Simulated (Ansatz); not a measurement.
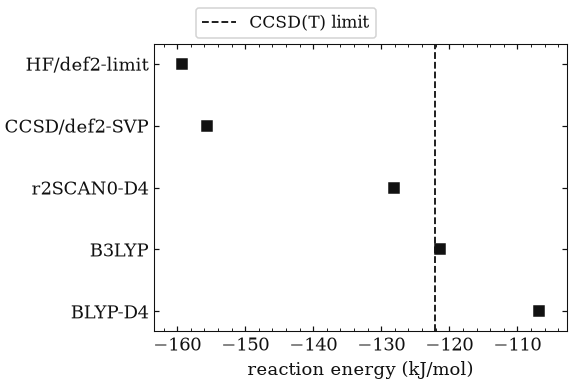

Electronic reaction energy of TiBrF₃ ([F][Ti]([F])([F])[Br]) + CdH₂O₂ ([OH][Cd][OH]) → TiHOF₃ ([OH][Ti]([F])([F])[F]) + CdHOBr ([OH][Cd][Br]) (SMILES in brackets) at several levels (functionals in def2-TZVPP unless a basis is named), isolated molecules at PBE0-D4 triple-zeta geometries, minima by their frequencies, no zero-point or thermal terms, the Ansatz code 0.2.0. The line is frozen-core CCSD(T) at the basis limit (MP2 extrapolated from triple and quadruple zeta, plus CCSD(T) less MP2 in a smaller set). No dispersion term is added to B3LYP. The distance of CCSD/def2-SVP to the limit includes basis error. Core potentials past Kr.

**What do zero-point energy and temperature add?**

Zero-point change −2.3 kJ/mol; at 298.15 K and 1 bar the CCSD(T) limit plus thermal terms gives an enthalpy of reaction of −123.3 and a free energy of −130.0 kJ/mol (harmonic PBE0-D4 modes, ideal gas).

**Give the values.**

| level | kJ/mol | less CCSD(T) limit |
| --- | --- | --- |
| HF/def2-limit | −159.2 | −37.2 |
| CCSD/def2-SVP | −155.7 | −33.6 |
| r2SCAN0-D4 | −128.2 | −6.1 |
| B3LYP | −121.4 | 0.7 |
| BLYP-D4 | −106.9 | 15.2 |
| CCSD(T) limit | −122.1 | 0.0 |

Caveats: no scalar relativity up to krypton; outer-core shells are correlated without core-valence functions, which makes the correlated values less sure.
